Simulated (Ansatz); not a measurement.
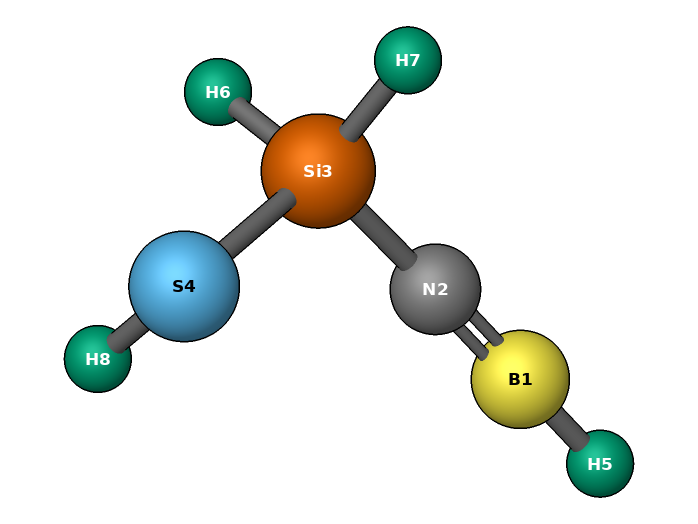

The questions are on Mulliken charges. The computed structure is the end point of a PBE0-D4/def2-TZVP optimisation. No frequency run is at hand to confirm it as a minimum. Level of theory: RKS PBE0-D4/def2-TZVP (Ansatz 0.2.0).

Give the Mulliken charges atom by atom.

```
atom  value (e)
  B1      −0.20
  N2      −0.01
 Si3       0.31
  S4      −0.32
  H5       0.10
  H6      −0.02
  H7      −0.02
  H8       0.17
```

Mulliken values depend strongly on the basis set and can even reverse the polarity of a bond.
